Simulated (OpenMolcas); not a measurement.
# doublet HBS+: levels of theory compared

Wanted: a comparison of 6 runs (U-r2SCAN/STO-3G, UM06-2X/STO-3G, UPBE/STO-3G, USVWN5/STO-3G, ROMP2/STO-3G, ROCCSD(T)/STO-3G) of doublet HBS+. 

The calculation is run with OpenMolcas 26.06.

1 further run of the same task is left out (set aside as unsound or not needed).

### Step 1. The structure to begin with

The species is HBS+ (3 atoms), meant as a doublet with charge +1. As SMILES of the parent species, `B=S`. Geometry: relaxed at GFN2-xTB. That shape belongs to the parent species and isn't relaxed for this state.

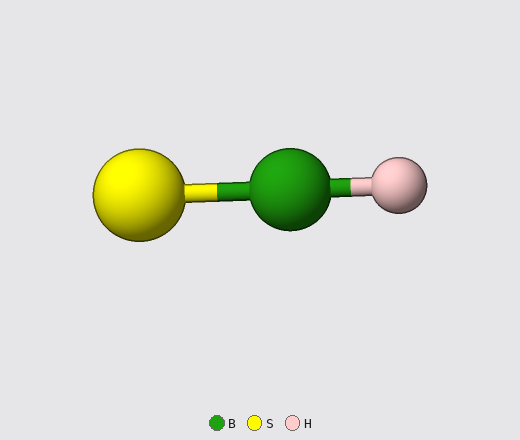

The structure, seen from a chosen angle (boron green, sulfur yellow, hydrogen pink).

### Step 2. A single-point energy at U-r2SCAN/STO-3G (run 1)

Contents of mol.xyz:

```xyz
3

B     -0.041030    -0.016100     0.142540
S      0.395320     0.146510    -1.379660
H     -0.354300    -0.130410     1.237110
```

Contents of mol.inp:

```
>>> EXPORT MOLCAS_PRINT=2

&GATEWAY
  BasLib
  $CurrDir
  Coord
  mol.xyz
  Basis
  STO-3G
  Group
  NoSym

&SEWARD
  GridInput
  Grid=UltraFine
  End of Grid

&SCF
  UHF
  Charge
  1
  Spin
  2
  KSDFT
  2
  1.0 MGGA_X_R2SCAN
  1.0 MGGA_C_R2SCAN
  Thresholds
  1e-10 1e-07 1e-07 1e-05
  PrOrbitals
  1 1
```

The basis set STO-3G is read from a file made from the Basis Set Exchange's data (not shown).

Run with:

```bash
export MOLCAS_MEM=1860
pymolcas mol.inp > mol.log
```

Log:

```text
--- Start Module: gateway ---
[...]
--- Stop Module: gateway /rc=_RC_ALL_IS_WELL_ ---
--- Start Module: seward ---
[...]
      Basis functions           15
--- Stop Module: seward /rc=_RC_ALL_IS_WELL_ ---
--- Start Module: scf ---
[...]
       Convergence after  21 Iterations
[...]
::    Total KS-DFT energy                            -418.5477278341
[...]
      Total spin, S                                     0.5014633907
[...]
      Total electronic charge=   21.000000
      Total            charge=    1.000000
[...]
      Dipole Moment (debye):
      Origin of the operator (angstrom)=    0.2689    0.0995   -0.9387
                   X= -5.0368E-01               Y= -1.8997E-01               Z=  1.7555E+00           Total=  1.8361E+00
      Center of Charge (angstrom)
[...]
--- Stop Module: scf /rc=_RC_ALL_IS_WELL_ ---
[...]
```

Run time: 7.5 s. Hardware: 1 thread of Arm Neoverse V1, shared host; peak memory 0.37 GiB.

### Step 3. The energy at UM06-2X/STO-3G (run 2)

mol.xyz is that of step 2.

Contents of mol.input:

```
&gateway
 baslib=$CurrDir
 coord=mol.xyz
 basis=STO-3G
 group=NoSym

&seward
 gridinput
 Grid=UltraFine
 End of Grid

&scf
 uhf
 charge=1
 spin=2
 ksdft=M062X
 thresholds=1e-10 1e-07 1e-07 1e-05
 prorbitals=1 1
```

The basis set STO-3G is read from a file made from the Basis Set Exchange's data (not shown).

Run with:

```bash
export MOLCAS_MEM=1860
pymolcas mol.input > mol.log
```

Log:

```text
--- Start Module: gateway ---
[...]
--- Stop Module: gateway /rc=_RC_ALL_IS_WELL_ ---
--- Start Module: seward ---
[...]
      Basis functions           15
--- Stop Module: seward /rc=_RC_ALL_IS_WELL_ ---
--- Start Module: scf ---
[...]
       Convergence after  21 Iterations
[...]
::    Total KS-DFT energy                            -418.5950251637
[...]
      Total spin, S                                     0.5005516363
[...]
      Total electronic charge=   21.000000
      Total            charge=    1.000000
[...]
      Dipole Moment (debye):
      Origin of the operator (angstrom)=    0.2689    0.0995   -0.9387
                   X= -5.3609E-01               Y= -2.0198E-01               Z=  1.8686E+00           Total=  1.9544E+00
      Center of Charge (angstrom)
[...]
--- Stop Module: scf /rc=_RC_ALL_IS_WELL_ ---
[...]
```

It took 7.5 s on 1 thread of Arm Neoverse V1, shared host; peak memory 0.37 GiB.

Runs 3 to 5 aren't shown in full; the table further down has their settings and results.

### Step 4. The energy at ROCCSD(T)/STO-3G (run 6)

mol.xyz is that of step 3.

Contents of mol.input:

```
>>> EXPORT MOLCAS_PRINT=2

&GATEWAY
 BasLib = $CurrDir
 Coord = mol.xyz
 Basis = STO-3G
 Group = NoSym

&SEWARD

&SCF
 UHF
 Charge = 1
 Spin = 2
 Thresholds = 1e-10 1e-07 1e-07 1e-05
 PrOrbitals = 1 1

&RASSCF
 FileOrb = $Project.UnaOrb
 Spin = 2
 Nactel = 1 0 0
 Inactive = 10
 Ras2 = 1
 OutOrbitals = Canonical
 OrbListing = Nothing

&MOTRA
 JobIph
 Frozen = 6

&CCSDT
 CCT
 Triples = 3
 Iterations = 80
 Accuracy = 1e-08
 Extrapolation = 5 4
```

The basis set STO-3G is read from a file made from the Basis Set Exchange's data (not shown).

Run with:

```bash
export MOLCAS_MEM=1860
pymolcas mol.input > mol.log
```

Log:

```text
--- Start Module: gateway ---
[...]
--- Stop Module: gateway /rc=_RC_ALL_IS_WELL_ ---
[...]
      Basis functions           15
[...]
       Convergence after  21 Iterations
[...]
::    Total SCF energy                               -417.8463300691
[...]
      Total spin, S                                     0.5057573830
[...]
      Number of active orbitals                  1
[...]
      Spin quantum number                      0.5
[...]
      Active orbitals                            1
[...]
      Number of CSFs                             1
[...]
      Number of root(s) required                 1
[...]
      Convergence after  8 iterations
[...]
      printout of CI-coefficients larger than  0.05 for root  1
      energy=    -417.845486
      conf/sym  1     Coeff  Weight
             1  u   1.00000 1.00000
      Natural orbitals and occupation numbers for root  1
      sym 1:   1.000000
      ************************************************************************************************************************
      *                                                    Final results                                                     *
[...]
::    RASSCF root number  1 Total energy:   -417.84548641
[...]
      Total electronic charge=   21.000000
      Total            charge=    1.000000
[...]
      Dipole Moment (debye):
      Origin of the operator (angstrom)=    0.2689    0.0995   -0.9387
                   X= -7.0243E-01               Y= -2.6405E-01               Z=  2.4488E+00           Total=  2.5612E+00
      Center of Charge (angstrom)
[...]
--- Start Module: motra ---
[...]
--- Start Module: ccsdt ---
[...]
      Convergence after                    18  Iterations
      Total energy (diff) :    -417.92377020       0.00000000
[...]
 METHOD                       : CCSD+T(CCSD)+<T3(1)WT1>+<T3(1)UT2> = CCSD(T)
[...]
       CCSD     =      -417.9237701968493
[...]
```

Wall time 2.6 s (1 thread of Arm Neoverse V1, shared host); peak memory 0.37 GiB.

### Step 5. All runs side by side

```csv
run,level,integration grid,frozen core orbitals,energy (Eh),HOMO energy (eV),LUMO energy (eV),⟨S²⟩,wall time
1,U-r2SCAN/STO-3G,UltraFine,–,-418.547728,-14.76,-13.88,0.753,7.5 s
2,UM06-2X/STO-3G,UltraFine,–,-418.595025,-16.74,-11.54,0.751,7.5 s
3,UPBE/STO-3G,UltraFine,–,-418.352137,-14.59,-14.34,0.751,6 s
4,USVWN5/STO-3G,UltraFine,–,-416.879559,-14.70,-14.59,0.751,6 s
5,ROMP2/STO-3G,–,6,-417.910517,–,–,–,2.5 s
6,ROCCSD(T)/STO-3G,–,6,-417.927246,–,–,–,2.6 s
```

### Step 6. Summary of results

| quantity | value |
| --- | --- |
| run 6: total energy | -417.92725 Eh |
| run 6: (T) correction | -3.48 mEh |

What this shows: Totals of different functionals can't be ranked against each other. In runs 1, 2, 3, 4, 5, 6 the basis is minimal, so the values are rough. All runs together took 32 s, the longest 7.5 s.
